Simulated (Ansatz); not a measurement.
# C3H9ClO3Ti: ionisation energy by level of theory

Aim: the vertical ionisation energy of C3H9ClO3Ti, as cation minus neutral at the neutral's geometry, on several levels, and how well −ε(HOMO) stands in for it.

Method: unrestricted cation, the program's frozen cores in correlated methods; program: Ansatz 0.2.0, Gaussian basis.

Plan: UKS PBE-D4/def2-TZVPP; UKS r2SCAN-D4/def2-TZVPP; UKS PBE0-D4/def2-TZVPP; UKS B3LYP-D4/def2-TZVPP; UKS wB97X-V/def2-TZVPP; UKS wB97M-V/def2-TZVPP; UKS B2PLYP/def2-TZVPP; UHF-CCSD(T)/def2-TZVPP; UHF-MP2/def2-QZVPP; extrapolation to the limit; then −ε(HOMO) from the neutral's earlier runs with LDA (SPW92), PBE-D4, revPBE-D4, BLYP-D4, r2SCAN-D4, B97M-V, PBE0-D4, B3LYP-D4, r2SCANh-D4, r2SCAN0-D4, HSE06-D4, BHLYP-D4, CAM-B3LYP-D4, LC-ωPBE, ωB97X-V, ωB97M-V.

## 1. The geometry

An earlier PBE0-D4 in a triple-zeta def2 set relaxation fixed the geometry.

17 atoms, charge 0, spin multiplicity 1.

Atoms are counted from 1 here; the program's logs count them from 0.

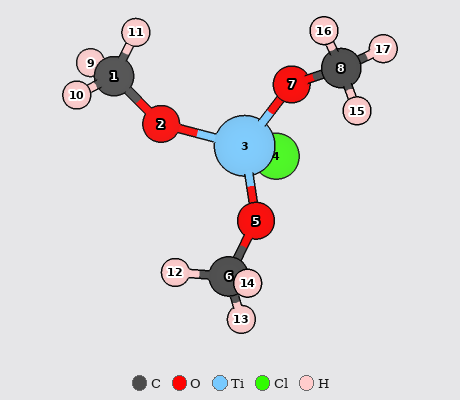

The geometry (carbon dark grey, oxygen red, titanium blue, chlorine green, hydrogen pink); atoms are numbered from 1 in the order of the file.

## 2. Cation, UKS PBE-D4/def2-TZVPP

in.yaml

```yaml
crystal:
  periodic: [false, false, false]
  atoms:
    - {symbol: C, position_ang: [0.888371, 0.381940, 2.651839]}
    - {symbol: O, position_ang: [1.076715, 0.066690, 1.307872]}
    - {symbol: Ti, position_ang: [0.482665, -0.735761, -0.151932]}
    - {symbol: Cl, position_ang: [1.692571, -2.580088, -0.538797]}
    - {symbol: O, position_ang: [0.626419, 0.366562, -1.527505]}
    - {symbol: C, position_ang: [1.148269, 1.544329, -2.058177]}
    - {symbol: O, position_ang: [-1.215325, -1.177343, 0.071195]}
    - {symbol: C, position_ang: [-2.512742, -1.206693, -0.435714]}
    - {symbol: H, position_ang: [1.615710, -0.159195, 3.264616]}
    - {symbol: H, position_ang: [1.033368, 1.455707, 2.805710]}
    - {symbol: H, position_ang: [-0.120288, 0.111299, 2.981616]}
    - {symbol: H, position_ang: [1.629862, 2.146465, -1.280428]}
    - {symbol: H, position_ang: [1.888609, 1.307332, -2.828298]}
    - {symbol: H, position_ang: [0.346966, 2.133664, -2.514585]}
    - {symbol: H, position_ang: [-2.589450, -0.615208, -1.354225]}
    - {symbol: H, position_ang: [-3.210068, -0.801202, 0.303881]}
    - {symbol: H, position_ang: [-2.800754, -2.238899, -0.656969]}
basis:
  gaussian: {orbitals: def2-TZVPP}
total_charge: 1
magnetization: {spin_polarized: true, initial_magnetization: 1}
hamiltonian: {xc: pbe, dispersion: d4}
```

Run with:

```bash
> ansatz run in.yaml --threads 4 --pin off --events-out ev --progress --plain --max-ram 66560MiB --backend cuda --devices 0, --max-vram 37GiB
```

Standard output:

```text
Functional definition: PBE
  name "PBE"
  cite "Perdew, Burke & Ernzerhof, Phys. Rev. Lett. 77, 3865 (1996) doi:10.1103/PhysRevLett.77.3865"
  parent pbe
  parameter kappa = 0.804
  parameter beta = 0.06672455060314922
  exchange = pbe_x(kappa = kappa, mu = beta*pi^2/3)
  correlation = pbe_c(beta = beta)
2250 factors; their error is unknown
mean field evaluation 1: about -44969.2867 eV, gradient 1.0e2 eV
mean field evaluation 2: about -44046.8670 eV, gradient 4.1e2 eV
mean field evaluation 4: about -45013.3456 eV, gradient 2.2e1 eV
mean field evaluation 8: about -45015.7746 eV, gradient 1.1e1 eV
mean field evaluation 16: about -45016.3442 eV, gradient 7.3e-1 eV
mean field evaluation 32: about -45016.3284 eV, gradient 2.6e-5 eV
mean field evaluation 64: about -45016.3207 eV, gradient 5.1e-1 eV
mean field evaluation 96: about -45016.3280 eV, gradient 1.1e-5 eV
mean field evaluation 128: about -45016.1925 eV, gradient 3.7e0 eV
mean field evaluation 160: about -45016.2632 eV, gradient 2.8e0 eV
mean field -45016.32850714 eV, -1654.3195594739 hartree, gradient 5.2e-6 eV, S^2 0.754745; 20 other end points of the search recorded, 0 dependent functions left out
reference -45016.32856453 eV, -1654.3195615832 hartree; 45, 44 occupied and 373, 374 virtual orbitals, 2250 factors
Total energy: -45016.69738715 eV, -1654.3331155644 hartree
```

Run time: 25 s. Hardware: 1 × H100 (card shared with other runs) with 4 threads of AMD EPYC 7R13, shared host; peak host memory 1.1 GiB.

Less the neutral's -45025.8513 eV (earlier run), this gives 9.154 eV. ⟨S²⟩ = 0.755.

## 3. Cation, UKS r2SCAN-D4/def2-TZVPP

in.yaml, as its differences from that of step 2:

```diff
@@ -24,2 +24,2 @@
 magnetization: {spin_polarized: true, initial_magnetization: 1}
-hamiltonian: {xc: pbe, dispersion: d4}
+hamiltonian: {xc: r2scan, dispersion: d4}
```

Same command.

Standard output, shortened:

```text
Functional definition: r2SCAN
  name "r2SCAN"
  cite "Furness, Kaplan, Ning, Perdew & Sun, J. Phys. Chem. Lett. 11, 8208 (2020) doi:10.1021/acs.jpclett.0c02405"
  cite "Furness, Kaplan, Ning, Perdew & Sun, J. Phys. Chem. Lett. 11, 9248 (2020) doi:10.1021/acs.jpclett.0c03077"
  parent r2scan
[...]
2250 factors; their error is unknown
[...]
mean field -45031.51438708 eV, -1654.8776302684 hartree, gradient 2.2e-6 eV, S^2 0.760809; 10 other end points of the search recorded, 0 dependent functions left out
reference -45031.51440765 eV, -1654.8776310246 hartree; 45, 44 occupied and 373, 374 virtual orbitals, 2250 factors
Total energy: -45031.61761275 eV, -1654.8814237419 hartree
```

Run time: 23 s. Hardware: 1 × H100 (card shared with other runs) with 4 threads of AMD EPYC 7R13, shared host; peak host memory 1.2 GiB.

The neutral molecule at this level: -45041.0172 eV. Difference: 9.400 eV. ⟨S²⟩ = 0.761.

## 4. Cation, UKS PBE0-D4/def2-TZVPP

in.yaml, as its differences from that of step 3:

```diff
@@ -24,2 +24,2 @@
 magnetization: {spin_polarized: true, initial_magnetization: 1}
-hamiltonian: {xc: r2scan, dispersion: d4}
+hamiltonian: {xc: pbe0, dispersion: d4}
```

Same command.

Standard output, shortened:

```text
Functional definition: PBE0
  name "PBE0"
  cite "Adamo & Barone, J. Chem. Phys. 110, 6158 (1999) doi:10.1063/1.478522"
  cite "Perdew, Burke & Ernzerhof, Phys. Rev. Lett. 77, 3865 (1996) doi:10.1103/PhysRevLett.77.3865"
  parent pbe
[...]
2361 factors; their error is unknown
[...]
mean field -45017.01005673 eV, -1654.3446059597 hartree, gradient 4.3e-6 eV, S^2 0.773567; 8 other end points of the search recorded, 0 dependent functions left out
reference -45017.01009946 eV, -1654.3446075296 hartree; 45, 44 occupied and 373, 374 virtual orbitals, 2361 factors
Total energy: -45017.32997041 eV, -1654.3563625702 hartree
```

Wall time 27 s (1 × H100 (card shared with other runs) with 4 threads of AMD EPYC 7R13, shared host); peak host memory 1.1 GiB.

Less the neutral's -45027.1610 eV (earlier run), this gives 9.831 eV. ⟨S²⟩ = 0.774.

## 5. Cation, UKS B3LYP-D4/def2-TZVPP

in.yaml, as its differences from that of step 4:

```diff
@@ -24,2 +24,2 @@
 magnetization: {spin_polarized: true, initial_magnetization: 1}
-hamiltonian: {xc: pbe0, dispersion: d4}
+hamiltonian: {xc: {name: B3LYP}, dispersion: d4}
```

The command is unchanged.

Standard output, shortened:

```text
Functional definition: B3LYP
  name "B3LYP"
  cite "Stephens, Devlin, Chabalowski & Frisch, J. Phys. Chem. 98, 11623 (1994) doi:10.1021/j100096a001"
  cite "Becke, Phys. Rev. A 38, 3098 (1988) doi:10.1103/PhysRevA.38.3098"
  cite "Lee, Yang & Parr, Phys. Rev. B 37, 785 (1988) doi:10.1103/PhysRevB.37.785"
  cite "Vosko, Wilk & Nusair, Can. J. Phys. 58, 1200 (1980) doi:10.1139/p80-159"
[...]
2335 factors; their error is unknown
[...]
mean field -45038.63976650 eV, -1655.1394831322 hartree, gradient 2.8e-6 eV, S^2 0.767583; 18 other end points of the search recorded, 0 dependent functions left out
reference -45038.64012608 eV, -1655.1394963468 hartree; 45, 44 occupied and 373, 374 virtual orbitals, 2335 factors
Total energy: -45039.22517816 eV, -1655.1609966140 hartree
```

It took 37 s on 1 × H100 (card shared with other runs) with 4 threads of AMD EPYC 7R13, shared host; peak host memory 1.1 GiB.

The neutral molecule at this level: -45048.9939 eV. Difference: 9.769 eV. ⟨S²⟩ = 0.768.

## 6. Cation, UKS wB97X-V/def2-TZVPP

in.yaml, as its differences from that of step 5:

```diff
@@ -24,2 +24,2 @@
 magnetization: {spin_polarized: true, initial_magnetization: 1}
-hamiltonian: {xc: {name: B3LYP}, dispersion: d4}
+hamiltonian: {xc: {name: wB97X-V}}
```

Same command.

Standard output, shortened:

```text
Functional definition: wB97X-V
  name "wB97X-V"
  cite "Mardirossian & Head-Gordon, Phys. Chem. Chem. Phys. 16, 9904 (2014) doi:10.1039/C3CP54374A"
  cite "Becke, J. Chem. Phys. 107, 8554 (1997) doi:10.1063/1.475007"
  cite "Vydrov & Van Voorhis, J. Chem. Phys. 133, 244103 (2010) doi:10.1063/1.3521275"
[...]
      + integral(e_c_pw_opposite_spin*poly(b97_u_opposite, cos0, cos1)) + vv10(b, c)
2314 factors; their error is unknown
506 factors; integrals over basis functions are off by at most 8.6e-6 eV
[...]
mean field -45028.33579961 eV, -1654.7608193334 hartree, gradient 7.4e-6 eV, S^2 0.787438; 12 other end points of the search recorded, 0 dependent functions left out
reference -45028.33579673 eV, -1654.7608192278 hartree; 45, 44 occupied and 373, 374 virtual orbitals, 2314 factors
Total energy: -45028.33579673 eV, -1654.7608192278 hartree
```

It took 52 s on 1 × H100 (card shared with other runs) with 4 threads of AMD EPYC 7R13, shared host; peak host memory 1.3 GiB.

Less the neutral's -45038.6675 eV (earlier run), this gives 10.332 eV. ⟨S²⟩ = 0.787.

## 7. Cation, UKS wB97M-V/def2-TZVPP

in.yaml, as its differences from that of step 6:

```diff
@@ -24,2 +24,2 @@
 magnetization: {spin_polarized: true, initial_magnetization: 1}
-hamiltonian: {xc: {name: wB97X-V}}
+hamiltonian: {xc: {name: wB97M-V}}
```

Same command.

Standard output, shortened:

```text
Functional definition: wB97M-V
  name "wB97M-V"
  cite "Mardirossian & Head-Gordon, J. Chem. Phys. 144, 214110 (2016) doi:10.1063/1.4952647"
  cite "Becke, J. Chem. Phys. 107, 8554 (1997) doi:10.1063/1.475007"
  cite "Vydrov & Van Voorhis, J. Chem. Phys. 133, 244103 (2010) doi:10.1063/1.3521275"
  # Of w^i u^j: cxij and so on, Table III.
[...]
  gx(w, u) = 1 - cx + cx01*u + cx10*w
  gss(w, u) = css00 + css04*u^4 + css10*w + css20*w^2 + css43*w^4*u^3
  gos(w, u) = cos00 + cos10*w + (cos20 + cos21*u)*w^2 + (cos60 + cos61*u)*w^6
[...]
      + integral(e_c_pw_mod_opposite_spin*gos(b97_w_opposite, b97_u_opposite)) + vv10(b, c)
2298 factors; their error is unknown
506 factors; integrals over basis functions are off by at most 8.6e-6 eV
[...]
mean field -45030.62790567 eV, -1654.8450526776 hartree, gradient 7.3e-6 eV, S^2 0.782785; 12 other end points of the search recorded, 0 dependent functions left out
reference -45030.62797651 eV, -1654.8450552807 hartree; 45, 44 occupied and 373, 374 virtual orbitals, 2298 factors
Total energy: -45030.62797651 eV, -1654.8450552807 hartree
```

It took 72 s on 1 × H100 (card shared with other runs) with 4 threads of AMD EPYC 7R13, shared host; peak host memory 1.4 GiB.

Less the neutral's -45040.9190 eV (earlier run), this gives 10.291 eV. ⟨S²⟩ = 0.783.

## 8. Cation, UKS B2PLYP (frozen core)/def2-TZVPP

in.yaml, as its differences from that of step 7:

```diff
@@ -24,2 +24,2 @@
 magnetization: {spin_polarized: true, initial_magnetization: 1}
-hamiltonian: {xc: {name: wB97M-V}}
+hamiltonian: {xc: {name: B2PLYP}}
```

Launched as before.

Standard output, shortened:

```text
Functional definition: B2PLYP
  name "B2PLYP"
  cite "Grimme, J. Chem. Phys. 124, 034108 (2006) doi:10.1063/1.2148954"
  cite "Becke, Phys. Rev. A 38, 3098 (1988) doi:10.1103/PhysRevA.38.3098"
  cite "Lee, Yang & Parr, Phys. Rev. B 37, 785 (1988) doi:10.1103/PhysRevB.37.785"
[...]
2574 factors; integrals over basis functions are off by at most 1.1e-3 eV
[...]
mean field -45005.30744426 eV, -1653.9145428835 hartree, gradient 3.5e-6 eV, S^2 0.803911; 14 other end points of the search recorded, 0 dependent functions left out
16 core orbitals not correlated: weight in the atoms' cores, before any rotation towards them, 1.000 or more for the frozen orbitals, at most 0.000 for the correlated occupied ones
reference -45005.30767341 eV, -1653.9145513045 hartree; 29, 28 occupied and 373, 374 virtual orbitals, 2574 factors
second order -63.05992069 eV of doubles, -0.00000000 eV of singles
Total energy: -45022.33385199 eV, -1654.5402518268 hartree
```

Run time: 46 s. Hardware: 1 × H100 (card shared with other runs) with 4 threads of AMD EPYC 7R13, shared host; peak host memory 2.2 GiB.

The neutral molecule at this level: -45032.3296 eV. Difference: 9.996 eV. ⟨S²⟩ = 0.804.

## 9. Cation, UHF-CCSD(T)/def2-TZVPP

in.yaml, as its differences from that of step 8:

```diff
@@ -24,2 +24,3 @@
 magnetization: {spin_polarized: true, initial_magnetization: 1}
-hamiltonian: {xc: {name: B2PLYP}}
+correlation: {method: ccsd_t}
+scf: {omitted_lower_state_checks: [cluster_reference]}
```

Launched as before.

Standard output, shortened:

```text
Functional definition: HF
  name "HF"
  cite "Fock, Z. Phys. 61, 126 (1930) doi:10.1007/BF01340294"
  parent pbe
[...]
2574 factors; integrals over basis functions are off by at most 1.1e-3 eV
[...]
mean field -44935.39101845 eV, -1651.3451616259 hartree, gradient 2.5e-6 eV, S^2 0.764461; 23 other end points of the search recorded, 0 dependent functions left out
16 core orbitals not correlated: weight in the atoms' cores, before any rotation towards them, 1.000 or more for the frozen orbitals, at most 0.000 for the correlated occupied ones
reference -44935.39101845 eV, -1651.3451616259 hartree; 29, 28 occupied and 373, 374 virtual orbitals, 2574 factors
second order -49.33302900 eV of doubles, -0.00000000 eV of singles
cycle   1  -48.28371080 eV  change     1.0e0 eV  update   3.3e-1
[...]
cycle  37  -50.89373080 eV  change   -5.2e-5 eV  update   4.5e-5
perturbative correction -2.69754654 eV, -0.0991330068 hartree
Total energy: -44988.98229578 eV, -1653.3146047425 hartree
Checks for a lower state left out: cluster_reference
```

It took 8.1 min on 1 × H100 (card shared with other runs) with 4 threads of AMD EPYC 7R13, shared host; peak host memory 1.9 GiB.

Less the neutral's -44999.2671 eV (earlier run), this gives 10.285 eV. ⟨S²⟩ = 0.764. T1 = 0.052 (report).

## 10. Cation, UHF-MP2/def2-QZVPP

in.yaml, as its differences from that of step 9:

```diff
@@ -21,6 +21,6 @@
 basis:
-  gaussian: {orbitals: def2-TZVPP}
+  gaussian: {orbitals: "def2-QZVPP.json"}
 total_charge: 1
 magnetization: {spin_polarized: true, initial_magnetization: 1}
-correlation: {method: ccsd_t}
+correlation: {method: mp2}
 scf: {omitted_lower_state_checks: [cluster_reference]}
```

Same command.

Standard output, shortened:

```text
Functional definition: HF
  name "HF"
  cite "Fock, Z. Phys. 61, 126 (1930) doi:10.1007/BF01340294"
  parent pbe
[...]
4722 factors; integrals over basis functions are off by at most 9.3e-4 eV
[...]
mean field -44936.59719081 eV, -1651.3894876426 hartree, gradient 2.9e-6 eV, S^2 0.764515; 23 other end points of the search recorded, 0 dependent functions left out
16 core orbitals not correlated: weight in the atoms' cores, before any rotation towards them, 1.000 or more for the frozen orbitals, at most 0.000 for the correlated occupied ones
reference -44936.59719081 eV, -1651.3894876426 hartree; 29, 28 occupied and 730, 731 virtual orbitals, 4722 factors
second order -53.16229039 eV of doubles, -0.00000000 eV of singles
Total energy: -44989.75948119 eV, -1653.3431657796 hartree
Checks for a lower state left out: cluster_reference
```

Run time: 86 s. Hardware: 1 × H100 (card shared with other runs) with 4 threads of AMD EPYC 7R13, shared host; peak host memory 1.8 GiB.

Less the neutral's -45000.7683 eV (earlier run), this gives 11.009 eV. ⟨S²⟩ = 0.765.

## 11. Extrapolating to the complete basis

No new run: Hartree-Fock is extrapolated as exp(−7.88√X) and correlation as X^−2.97, with X = 3 and 4; only MP2 was run in the larger set, so CCSD(T) minus MP2 is added from the smaller one.

```tsv
level	energy at the limit (eV)
HF	-44936.7633
MP2	-44992.7621
CCSD	-44994.3228
CCSD(T)	-44997.0204
```

The neutral's limit, from its own earlier runs, is -45007.4866 eV in the additive form (MP2 limit plus CCSD(T) minus MP2 in triple zeta), in which the cation has -44997.0204 eV.

## 12. Ionisation energies side by side

Differences are taken before rounding.

```tsv
method	ionisation energy (eV)	from CCSD(T)/CBS (eV)	time
PBE-D4	9.15	-1.31	31 s
r2SCAN-D4	9.40	-1.07	28 s
PBE0-D4	9.83	-0.64	32 s
B3LYP-D4	9.77	-0.70	45 s
ωB97X-V	10.33	-0.13	61 s
ωB97M-V	10.29	-0.18	84 s
B2PLYP	10.00	-0.47	55 s
HF/def2-TZVPP	9.55	-0.91	
MP2/def2-TZVPP	10.91	+0.44	
CCSD/def2-TZVPP	10.47	0.00	
CCSD(T)/def2-TZVPP	10.28	-0.18	9.2 min
CCSD(T)/CBS	10.47	0	11 min
```

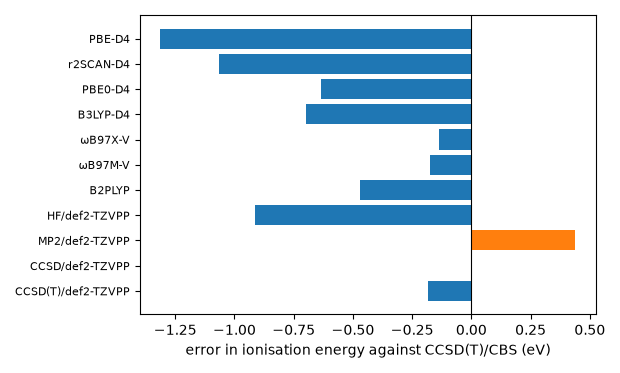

Error of each method against CCSD(T)/CBS.

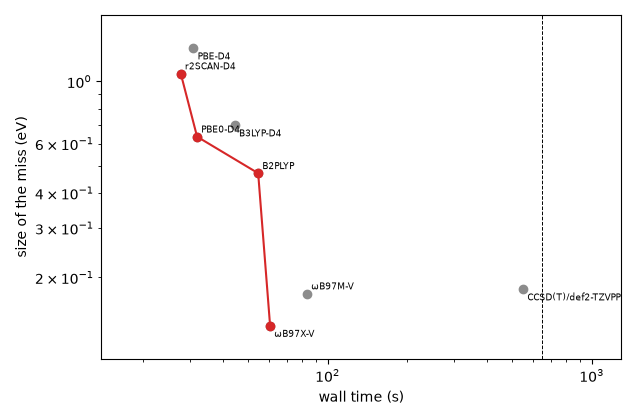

Miss against cost. Red marks the levels that no quicker level drawn beats (of those quicker than the yardstick), and the dashed line is the time of CCSD(T)/CBS. Times are from a shared host.

Times add the cation's run and the neutral's; HF, MP2 and CCSD come out of the CCSD(T) runs.

For comparison, −ε(HOMO) of the neutral from earlier runs:

```tsv
functional	−ε(HOMO) (eV)	by energy difference (eV)
LDA (SPW92)	6.77	
PBE-D4	6.64	9.15
revPBE-D4	6.58	
BLYP-D4	6.51	
r2SCAN-D4	6.99	9.40
B97M-V	7.10	
PBE0-D4	8.10	9.83
B3LYP-D4	7.83	9.77
r2SCANh-D4	7.52	
r2SCAN0-D4	8.34	
HSE06-D4	7.69	
BHLYP-D4	9.45	
CAM-B3LYP-D4	9.46	
LC-ωPBE	10.82	
ωB97X-V	10.49	10.33
ωB97M-V	10.37	10.29
```

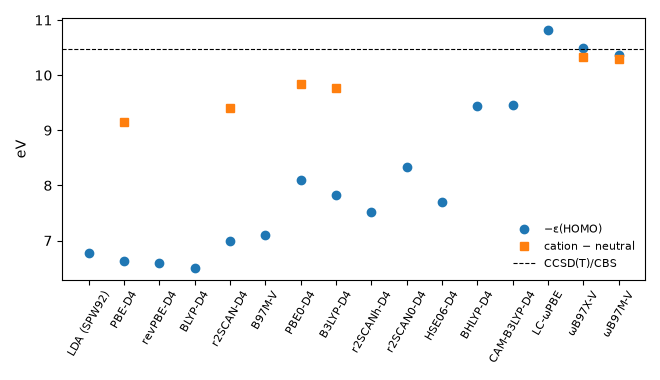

Orbital estimates and energy differences by functional.

## 13. Outcome

| quantity | value |
| --- | --- |
| ionisation energy, CCSD(T)/CBS | 10.47 eV |
| nearest functional by difference | ωB97X-V (-0.13 eV) |
| nearest −ε(HOMO) | ωB97X-V (+0.02 eV) |
| −ε(HOMO) of PBE | 6.64 eV |
| T1 of the cation | 0.052 |

In words: By cation minus neutral, the functionals miss by 1.31 eV at most. −ε(HOMO) of PBE misses by 3.8 eV, since self-interaction lifts the level. Among orbital estimates ωB97X-V comes nearest. Hartree-Fock falls 0.91 eV short, as the neutral has more correlation energy than the cation. The cation's T1 (from the report) is 0.052, above the customary mark of 0.045 for open shells, so the coupled-cluster value is less safe. The cation may have settled in a state other than its lowest; no search over hole states beyond the program's own was made. Correlated methods include outer-core shells of Ti, which these sets cover unevenly.

For cost: ωB97X-V gets within 0.13 eV in 61 s, where CCSD(T)/CBS took 11 min; the quickest level in the cost chart, r2SCAN-D4, takes 28 s and misses by 1.07 eV.
